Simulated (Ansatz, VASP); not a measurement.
## HfO2 in two plane-wave programs

Aim: how closely do two programs agree when they are given the same cell, functional and k mesh? The cell comes out of the VASP series on this material, whose earlier steps may have relaxed, scaled or displaced it; both programs get it as it stands.

Main program and level: Ansatz 0.2.0; plane waves, with VASP 6.6.1 beside it; single point at PBE with D3(BJ) and band structure at PBE with D3(BJ).

## 1. The starting structure

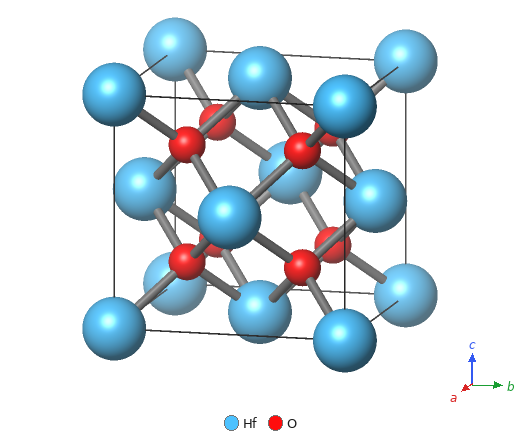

The starting structure, seen slightly off an axis (hafnium blue, oxygen red). This picture shows the conventional cell, with its axes. Some periodic images of atoms are drawn too.

Coordinates:

```cif
data_structure
_symmetry_space_group_name_H-M 'P 1'
_symmetry_Int_Tables_number 1
_cell_length_a 3.5699
_cell_length_b 3.5699
_cell_length_c 3.5699
_cell_angle_alpha 60.000
_cell_angle_beta 60.000
_cell_angle_gamma 60.000
_cell_volume 32.17
loop_
_atom_site_label
_atom_site_type_symbol
_atom_site_fract_x
_atom_site_fract_y
_atom_site_fract_z
_atom_site_occupancy
Hf1 Hf 0.00000 0.00000 0.00000 1
O2 O 0.25000 0.25000 0.25000 1
O3 O 0.75000 0.75000 0.75000 1
```

## 2. VASP: single point, PBE with D3(BJ)

A single point gives forces, pressure and levels at one fixed geometry, so differences don't come from the geometry; what else differs is listed under the comparison.

Lines of VASP's logs that name or quote its potential files are left out, and so is its time.

Contents of INCAR:

```
SYSTEM = HfO2
PREC = Accurate
ENCUT = 520
EDIFF = 1E-06
NELM = 100
ISMEAR = 0
SIGMA = 0.05
LREAL = .FALSE.
ALGO = Normal
GGA = PE
IVDW = 12
NBANDS = 17
LASPH = .TRUE.
LORBIT = 11
LWAVE = .FALSE.
LCHARG = .TRUE.
ISIF = 2
LELF = .TRUE.
LVHAR = .TRUE.
```

Contents of POSCAR:

```
HfO2
1.0
    0.0000000000      2.5242698519      2.5242698519
    2.5242698519      0.0000000000      2.5242698519
    2.5242698519      2.5242698519      0.0000000000
Hf O
1 2
Direct
    0.0000000000      0.0000000000      0.0000000000
    0.2500000000      0.2500000000      0.2500000000
    0.7500000000      0.7500000000      0.7500000000
```

Contents of KPOINTS:

```
Automatic mesh
0
Gamma
9 9 9
0 0 0
```

Potentials, in the order of the species: Hf_pv and O (PBE family, release 64).

Command:

```console
mpirun -np 2 vasp_std
```

Numbers of over 12 decimals in the logs are rounded to 6 here.

Log:

```text
[banner, memory and clock lines left out]
running    2 mpi-ranks, on    1 nodes
 distrk:  each k-point on    2 cores,    1 groups
 distr:  one band on    1 cores,    2 groups

 POSCAR found type information on POSCAR HfO
 POSCAR found :  2 types and       3 ions
 LDA part: xc-table for (Slater+PW92), standard interpolation
|                                                                             |
|           W    W    AA    RRRRR   N    N  II  N    N   GGGG   !!!           |
|           W    W   A  A   R    R  NN   N  II  NN   N  G    G  !!!           |
|           W    W  A    A  R    R  N N  N  II  N N  N  G       !!!           |
|           W WW W  AAAAAA  RRRRR   N  N N  II  N  N N  G  GGG   !            |
|           WW  WW  A    A  R   R   N   NN  II  N   NN  G    G                |
|           W    W  A    A  R    R  N    N  II  N    N   GGGG   !!!           |
|                                                                             |
|     The number of bands has been changed from the values supplied in        |
|     The orbitals not found in the WAVECAR file will be initialized with     |
|     random numbers, which is usually adequate. For correlated               |
|     calculations, however, you should redo the groundstate calculation.     |
|     I found NBANDS = 17. Now, NBANDS = 18.                                  |
|                                                                             |

 POSCAR, INCAR and KPOINTS ok, starting setup
 FFT: planning ... GRIDC
 FFT: planning ... GRID_SOFT
 FFT: planning ... GRID
 WAVECAR not read
 entering main loop
       N       E                     dE             d eps       ncg     rms          rms(c)
DAV:   1     0.906184468261E+02    0.90618E+02   -0.12806E+04  1260   0.122E+03
DAV:   2    -0.318070489642E+02   -0.12243E+03   -0.11764E+03  1604   0.290E+02
DAV:   3    -0.359724223575E+02   -0.41654E+01   -0.41487E+01  1458   0.466E+01
DAV:   4    -0.359965273013E+02   -0.24105E-01   -0.24098E-01  1556   0.396E+00
DAV:   5    -0.359966734186E+02   -0.14612E-03   -0.14612E-03  1408   0.285E-01    0.492E+01
DAV:   6    -0.303644619042E+02    0.56322E+01   -0.19994E+01  1290   0.324E+01    0.424E+01
DAV:   7    -0.302769641303E+02    0.87498E-01   -0.65439E-01  1436   0.669E+00    0.294E+01
DAV:   8    -0.302625668284E+02    0.14397E-01   -0.26651E-01  1388   0.476E+00    0.950E+00
DAV:   9    -0.302421471776E+02    0.20420E-01   -0.63553E-02  1336   0.211E+00    0.263E+00
DAV:  10    -0.302423032005E+02   -0.15602E-03   -0.32096E-03  1400   0.436E-01    0.192E-01
DAV:  11    -0.302423491042E+02   -0.45904E-04   -0.16515E-04  1464   0.113E-01    0.209E-01
DAV:  12    -0.302423600390E+02   -0.10935E-04   -0.35144E-05  1382   0.399E-02    0.141E-02
DAV:  13    -0.302423609614E+02   -0.92238E-06   -0.14463E-06  1380   0.921E-03
   1 F= -.30970690E+02 E0= -.30970690E+02  d E =-.113618E-17
```

Parts of OUTCAR (step 2):

```text
ion  position               nearest neighbor table
   1  0.000  0.000  0.000-   2 2.19   3 2.19   3 2.19   3 2.19   3 2.19   2 2.19   2 2.19   2 2.19

  LATTYP: Found a face centered cubic cell.
 ALAT       =     5.0485397038

 Subroutine GETGRP returns: Found 48 space group operations
 (whereof 48 operations were pure point group operations)

The static configuration has the point symmetry O_h .

 Found     35 irreducible k-points:

   k-points           NKPTS =     35   k-points in BZ     NKDIM =     35   number of bands    NBANDS=     18

   dimension x,y,z NGX =    28 NGY =   28 NGZ =   28
   dimension x,y,z NGXF=    56 NGYF=   56 NGZF=   56

   ENCUT  =  520.0 eV  38.22 Ry    6.18 a.u.   6.64  6.64  6.64*2*pi/ulx,y,z

   NELECT =      22.0000    total number of electrons

 k-points in reciprocal lattice and weights: Automatic mesh
   0.00000000  0.00000000  0.00000000       0.001
   0.11111111  0.00000000  0.00000000       0.011
   0.22222222  0.00000000  0.00000000       0.011
   0.33333333  0.00000000  0.00000000       0.011
   0.44444444  0.00000000  0.00000000       0.011
   0.11111111  0.11111111  0.00000000       0.008
   0.22222222  0.11111111  0.00000000       0.033
   0.33333333  0.11111111  0.00000000       0.033
   0.44444444  0.11111111  0.00000000       0.033
[...]
-0.33333333  0.44444444  0.11111111       0.033
  -0.33333333  0.44444444  0.22222222       0.033

 average (electrostatic) potential at core
       1 -37.1957       2 -69.4490       3 -69.4490

 E-fermi :   4.6261

 k-point     1 :       0.0000    0.0000    0.0000
  band No.  band energies     occupation
    ...
      7      -1.0324      2.00000
      8      -1.0324      2.00000
      9       3.7756      2.00000
     10       3.7756      2.00000
     11       3.7756      2.00000
     12       8.3004      0.00000
     13       8.3004      0.00000
     14      10.3276      0.00000
     15      14.9726      0.00000
     16      14.9726      0.00000
    ...

 k-point     2 :       0.1111    0.0000    0.0000
  band No.  band energies     occupation
    ...
      7      -0.9105      2.00000
      8      -0.6918      2.00000
      9       3.4043      2.00000
     10       3.5410      2.00000
     11       3.5410      2.00000
     12       8.5431      0.00000
     13       8.5431      0.00000
     14      10.8272      0.00000
     15      14.3832      0.00000
     16      14.7510      0.00000
    ...

 k-point     3 :       0.2222    0.0000    0.0000
  band No.  band energies     occupation
    ...
      7      -0.5954      2.00000
      8       0.1440      2.00000
      9       2.6149      2.00000
     10       3.0725      2.00000
     11       3.0725      2.00000
     12       8.9649      0.00000
     13       8.9649      0.00000
     14      11.5343      0.00000
     15      13.7006      0.00000
     16      14.3112      0.00000
    ...

 Edisp (eV)   -0.72833

  Total      -0.02668    -0.02668    -0.02668    -0.00000     0.00000     0.00000
  in kB      -1.32872    -1.32872    -1.32872    -0.00000     0.00000     0.00000
  external pressure =       -1.33 kB  Pullay stress =        0.00 kB

  energy-cutoff  :      520.00
  volume of cell :       32.17
      direct lattice vectors                 reciprocal lattice vectors
     0.000000000  2.524269852  2.524269852    -0.198077079  0.198077079  0.198077079
     2.524269852  0.000000000  2.524269852     0.198077079 -0.198077079  0.198077079
     2.524269852  2.524269852  0.000000000     0.198077079  0.198077079 -0.198077079

 POSITION                                       TOTAL-FORCE (eV/Angst)
 -----------------------------------------------------------------------------------
      0.00000      0.00000      0.00000         0.000000      0.000000      0.000000
      1.26213      1.26213      1.26213         0.000000      0.000000      0.000000
      3.78640      3.78640      3.78640        -0.000000     -0.000000     -0.000000
 -----------------------------------------------------------------------------------
    total drift:                                0.000000      0.000000      0.000000

  FREE ENERGIE OF THE ION-ELECTRON SYSTEM (eV)
  ---------------------------------------------------
  free  energy   TOTEN  =       -30.9706895462 eV

  energy  without entropy=      -30.9706895462  energy(sigma->0) =      -30.97068955

 total charge
# of ion       s       p       d       tot
------------------------------------------
    1        0.296   6.589   1.384   8.269
    2        1.562   3.562   0.000   5.124
    3        1.562   3.562   0.000   5.124
--------------------------------------------------
tot          3.420  13.712   1.384  18.516

[... 3 further parts left out ...]
```

The run ends at a pressure of -0.13 GPa.

## 3. Ansatz: single point, PBE with D3(BJ)

Ansatz runs on its default PAW (the set named soft_2) files.

The same cell, functional, mesh and smearing now go to Ansatz, which takes its cutoff from its data sets.

Contents of input.yaml:

```yaml
crystal:
  lattice:
    - [0.0, 2.5242698519, 2.5242698519]
    - [2.5242698519, 0.0, 2.5242698519]
    - [2.5242698519, 2.5242698519, 0.0]
  atoms:
    - { symbol: Hf, position: [0.0, 0.0, 0.0] }
    - { symbol: O, position: [0.25, 0.25, 0.25] }
    - { symbol: O, position: [0.75, 0.75, 0.75] }
hamiltonian:
  xc: pbe
  pseudopotentials: { kind: paw }
  dispersion: d3bj
kpoints:
  mp_grid: { grid: [9, 9, 9] }
scf:
  occupations: { method: gaussian, width: 0.05 }
  n_extra_bands: 4
output:
  forces: true
  stress: true
  eigenvalues: true
```

Command:

```console
ansatz run input.yaml --threads 2 --pin off --max-ram 4608MiB --backend cpu --events-out ev --progress --plain --runs-dir out
```

Log:

```text
scf.n_extra_bands = 4 over 19 filled bands (N_el = 38.0): the run solves 23 bands
Engine: ansatz 0.2.0, aarch64-unknown-linux-gnu
Pseudopotentials: kind: paw
Pseudopotential: Hf, paw, valence charge 26, recommended cutoff 420 eV (normal), Hf.paw.azcp
Pseudopotential: O, paw, valence charge 6, recommended cutoff 420 eV (normal), O.paw.azcp
Functional definition: PBE
  parameter kappa = 0.804
  parameter beta = 0.066725
  exchange = pbe_x(kappa = kappa, mu = beta*pi^2/3)
  correlation = pbe_c(beta = beta)
Crystal: 3 atoms, lattice volume = 32.169 Å³
Basis set: ecut = 420 eV, 609 PW (Γ), exchange–correlation on 48×48×48 points (8 copies of the dense FFT grid, shifted against one another)
Bands: 23, of which v1, the nominal top of the filled ones, is band 19 counted from 1 (18 counted from 0)
Symmetry: 48 space group operations
Space group: Fm-3m (ITA 225), of the structure as read, at distance tolerance 3.2e-5 Å
k-points: 35 of 729
Non-local potential: Hf, projectors of the file, l = 0: 3, l = 1: 2, l = 2: 2, l = 3: 3
Non-local potential: O, projectors of the file, l = 0: 2, l = 1: 2, l = 2: 1
PAW form: soft (Blöchl's): semilocal exchange-correlation on the pseudo side does not see the compensation charge
PAW one-centre angular grid: Hf, 590 points (default); XC on 64 Gauss nodes
PAW one-centre angular grid: O, 110 points (default); XC on 64 Gauss nodes
Initial density: superposition of atomic densities (neutral atoms: chi_scale 0, normalization atom), corrected by the library's trained network
Initial wavefunctions: pseudopotential atomic-orbital guess
Functional: x = pbe(κ = 0.804, μ = 0.219515), c = pbe(β = 0.066725)
SCF iter   1: F=—  HF=-16862.115675 eV  |F-HF|=—  |Δ(HF+E_count)|=         —  Δρ=2.48e-3  dr2=1.38e-3  ethr=1.77e-3  ⟨swp⟩=4.6  Hψ=2950  notcnv=0
preconditioner: auto → none  [insulator: Δε(μ)=3.948 eV  Ē_g=18.341 eV  σ=0.050 eV  W_gap=1.00  n_scr=14 (ndim 8)  ℏωp=39.3 eV  f_vac=0.061  D(μ)=0.00/eV (n_scr^D=0)  ε∞_Penn≈5.6]
SCF iter   2: F=—  HF=-16862.116644 eV  |F-HF|=—  |Δ(HF+E_count)|=   9.70e-4  Δρ=1.82e-3  dr2=7.05e-4  ethr=3.62e-6  ⟨swp⟩=2.1  Hψ=1639  notcnv=0
SCF iter   3: F=—  HF=-16862.116600 eV  |F-HF|=—  |Δ(HF+E_count)|=   4.39e-5  Δρ=7.32e-4  dr2=6.90e-5  ethr=1.86e-6  ⟨swp⟩=2.0  Hψ=1252  notcnv=0
SCF iter   4: F=—  HF=-16862.116708 eV  |F-HF|=—  |Δ(HF+E_count)|=   1.08e-4  Δρ=9.18e-5  dr2=1.85e-6  ethr=1.81e-7  ⟨swp⟩=2.0  Hψ=1415  notcnv=0
SCF iter   5: F=—  HF=-16862.116708 eV  |F-HF|=—  |Δ(HF+E_count)|=   4.07e-7  Δρ=5.35e-5  dr2=5.81e-7  ethr=4.86e-9  ⟨swp⟩=2.1  Hψ=1449  notcnv=0
SCF iter   6: F=—  HF=-16862.116708 eV  |F-HF|=—  |Δ(HF+E_count)|=   8.25e-8  Δρ=2.68e-5  dr2=1.11e-7  ethr=1.53e-9  ⟨swp⟩=2.3  Hψ=1054  notcnv=0
SCF iter   7: F=-16862.116708 eV  HF=-16862.116708 eV  |F-HF|=1.39e-8  |Δ(HF+E_count)|=   2.92e-8  Δρ=9.45e-6  dr2=2.22e-8  ethr=2.63e-10  ⟨swp⟩=4.9  Hψ=3246  notcnv=0
SCF 1 converged in 7 iterations: F = -16862.116708 eV  dr2 = 2.22e-8
  greatest PAW one-centre occupation: 0.999 electrons in one spin orbital (limit 2), on the Hf atom at site 0 (counted from 0), in its partial waves of l = 3
SCF converged after 7 iterations
Free energy (F): -16862.116708 eV
Harris-Foulkes:  -16862.116708 eV  (|F-HF|=1.39e-8)
Internal energy: -16862.116708 eV  (E = F + TS)
E sigma→0 (E₀):  -16862.116708 eV
Fermi energy:    18.233627 eV
--- Per-component energies (eV) ---
  E_band       = 64.315150
  E_kinetic    = 773.524544
  E_local      = -5699.009095  (includes V_loc(G=0)·N_el)
  E_nonlocal   = -1147.056000
  E_hartree    = 2618.902554
  E_xc         = -448.323577
  E_vxc        = -455.596434  (∫ρ·V_xc dr)
  E_paw        = -7243.050258  (= ΣΔE_a)
  E_vpaw       = 1354.652263  (= ΣTr[D̂ρ^β])
  E_aug_tail   = 0.004995  (compensation charges beyond the density's cutoff)
  E_ewald      = -5716.381332
  E_disp       = -0.728540  (pairwise vdW)
  E_smearing   = -0.000000  (= −TS)
  E_closure    = -0.000000  (closes the sum)
  Σ components = -16862.116708   (vs F -16862.116708, Δ=0.00e0)
--- Forces (eV/Å), atoms counted from 1 ---
  atom   1  Hf    -0.00000000     0.00000000    -0.00000000
  atom   2  O      0.00000000     0.00000000     0.00000000
  atom   3  O     -0.00000000    -0.00000000    -0.00000000
  max |Σ_I F_I| component: 5.78e-19 eV/Å
--- Stress (GPa, compression-positive) ---
        3.758313       0.000000       0.000000
       -0.000000       3.758313       0.000000
        0.000000      -0.000000       3.758313
  P = ⅓ Tr σ = 3.7583 GPa (37.583 kbar)
--- Band table (eV; the first three rows and the last of 35) ---
  k-point 0: bands = [... 15 lower, 10.8441, 15.6968, 15.6968, 15.6968, 20.2302, 20.2302, 22.2025, 26.9110]
  k-point 1: bands = [... 15 lower, 11.1999, 15.3221, 15.4588, 15.4588, 20.4720, 20.4720, 22.6998, 26.3191]
  k-point 2: bands = [... 15 lower, 12.0599, 14.5239, 14.9866, 14.9866, 20.8920, 20.8920, 23.4151, 25.6266]
  k-point 34: bands = [... 15 lower, 13.4265, 13.8522, 14.9369, 15.9592, 21.1011, 21.5411, 23.5127, 23.6879]
```

Run time: 1.6 s. Hardware: 2 threads of Arm Neoverse N1, shared host; peak memory 0.29 GiB; 2.7 s of CPU time.

The column dr2 measures how far the density is from self-consistency, as an energy; F and HF (Harris–Foulkes) agree once it is small.

The run ends at a pressure of 3.76 GPa.

## 4. Differences

Known differences besides the PAW data sets themselves: the data sets hold 38 valence electrons in Ansatz (default PAW (the set named soft_2) files) and 22 in VASP; the cutoff is 420 eV in Ansatz and 520 eV in VASP. Total energies have different zeros and are not compared.

The two programs side by side:

```
              quantity  Ansatz   VASP  difference
        pressure (GPa)    3.76  -0.13       +3.89
gap on the k mesh (eV)   3.931  3.949      -0.018
```

Ansatz's pressure holds a Pulay correction of 0.91 GPa; VASP's holds none.

## 5. What moves the difference

The difference is large enough to ask for its cause, so further runs change the set-up of one program at a time, as the table lists.

```
                                        run  difference in pressure (GPa)
                                   as above                           3.9
          Ansatz's all-electron LAPW method                           3.9
    Ansatz's larger PAW set (cutoff 900 eV)                           4.0
norm-conserving potentials (cutoff 1240 eV)                           3.9
```

## 6. VASP: band structure, PBE with D3(BJ)

The same path points are solved in both programs, so levels can be compared one by one.

Contents of INCAR:

```
SYSTEM = HfO2
PREC = Accurate
ENCUT = 520
EDIFF = 1E-06
NELM = 100
ISMEAR = 0
SIGMA = 0.05
LREAL = .FALSE.
ALGO = Normal
GGA = PE
IVDW = 12
NBANDS = 24
LASPH = .TRUE.
LORBIT = 11
LWAVE = .FALSE.
LCHARG = .FALSE.
KPAR = 2
```

POSCAR is that of step 2.

KPOINTS is that of step 2.

Contents of KPOINTS_OPT:

```
Line mode
16
Line-mode
Reciprocal
  0.00000000   0.00000000   0.00000000 GAMMA
  0.50000000   0.00000000   0.50000000 X

  0.50000000   0.00000000   0.50000000 X
  0.50000000   0.25000000   0.75000000 W

  0.50000000   0.25000000   0.75000000 W
  0.37500000   0.37500000   0.75000000 K

  0.37500000   0.37500000   0.75000000 K
  0.00000000   0.00000000   0.00000000 GAMMA

  0.00000000   0.00000000   0.00000000 GAMMA
  0.50000000   0.50000000   0.50000000 L

  0.50000000   0.50000000   0.50000000 L
  0.62500000   0.25000000   0.62500000 U

  0.62500000   0.25000000   0.62500000 U
  0.50000000   0.25000000   0.75000000 W

  0.50000000   0.25000000   0.75000000 W
  0.50000000   0.50000000   0.50000000 L

  0.50000000   0.50000000   0.50000000 L
  0.37500000   0.37500000   0.75000000 K

  0.62500000   0.25000000   0.62500000 U
  0.50000000   0.00000000   0.50000000 X
```

Command:

```console
mpirun -np 2 vasp_std
```

Log:

```text
[banner, memory and clock lines left out]
running    2 mpi-ranks, on    1 nodes
[...]
LDA part: xc-table for (Slater+PW92), standard interpolation
 POSCAR, INCAR and KPOINTS ok, starting setup
[...]
entering main loop
       N       E                     dE             d eps       ncg     rms          rms(c)
DAV:   1     0.851879584415E+02    0.85188E+02   -0.11849E+04  1680   0.908E+02
DAV:   2    -0.324357851319E+02   -0.11762E+03   -0.11329E+03  2104   0.246E+02
DAV:   3    -0.359839053096E+02   -0.35481E+01   -0.35385E+01  2064   0.354E+01
DAV:   4    -0.359966161053E+02   -0.12711E-01   -0.12710E-01  1864   0.238E+00
[...]
DAV:  11    -0.302423629338E+02   -0.93965E-04   -0.24818E-04  1792   0.119E-01    0.385E-01
DAV:  12    -0.302423602252E+02    0.27086E-05   -0.17847E-05  1824   0.256E-02    0.891E-02
DAV:  13    -0.302423609591E+02   -0.73392E-06   -0.28484E-06  1792   0.935E-03
   1 F= -.30970690E+02 E0= -.30970690E+02  d E =-.267031E-14
 Start KPOINTS_OPT (optional k-point list driver)
k-point batch [1-35\160]
       N       E                     dE             ncg
DAV:   1    -0.231922516515E+04   -0.26168E+05     1680
DAV:   2    -0.633181862259E+04   -0.40126E+04     2120
DAV:   3    -0.646539766057E+04   -0.13358E+03     1952
DAV:   4    -0.646592569103E+04   -0.52803E+00     1976
DAV:   5    -0.646592829358E+04   -0.26026E-02     1984
DAV:   6    -0.646592831346E+04   -0.19883E-04     1928
DAV:   7    -0.646592831364E+04   -0.17228E-06     1472
[...]
k-point batch [141-160\160]
       N       E                     dE             ncg
DAV:   1     0.108561096050E+05   -0.19341E+05      960
DAV:   2     0.856596649167E+04   -0.22901E+04     1176
DAV:   3     0.848812406891E+04   -0.77842E+02     1144
DAV:   4     0.848782886387E+04   -0.29521E+00     1040
DAV:   5     0.848782744852E+04   -0.14154E-02     1176
DAV:   6     0.848782743774E+04   -0.10779E-04     1040
DAV:   7     0.848782743764E+04   -0.94133E-07      856
```

Parts of OUTCAR (step 6):

```text
 Edisp (eV)   -0.72833

  Total      -0.02799    -0.02799    -0.02799     0.00000    -0.00000     0.00000
  in kB      -1.39419    -1.39419    -1.39419     0.00000    -0.00000     0.00000
  external pressure =       -1.39 kB  Pullay stress =        0.00 kB

 POSITION                                       TOTAL-FORCE (eV/Angst)
 -----------------------------------------------------------------------------------
      0.00000      0.00000      0.00000         0.000000     -0.000000      0.000000
      1.26213      1.26213      1.26213         0.000000      0.000000     -0.000000
      3.78640      3.78640      3.78640        -0.000000     -0.000000      0.000000
 -----------------------------------------------------------------------------------
    total drift:                                0.000000      0.000000      0.000000

  FREE ENERGIE OF THE ION-ELECTRON SYSTEM (eV)
  ---------------------------------------------------
  free  energy   TOTEN  =       -30.9706895439 eV

  energy  without entropy=      -30.9706895439  energy(sigma->0) =      -30.97068954

[... 1 part as in an earlier step ...]

[... 2 further parts left out ...]
[key lines of the parts left out:]
E-fermi :   4.5905
```

The run ends at a pressure of -0.14 GPa.

[end of part 1 of 2]

[Lines on the potential files, build, host, timing and source positions are cut from VASP's logs without a mark.]

[Logs are printed without paths, hosts, clocks, repeated set-up lines and the standing remarks that a program may print on its own settings, such as how far it seeks lower states.]

[Hosts, paths, dates, database ids (printed as entryN), source tags and the programs' standing remarks are cut or masked in the printed files.]
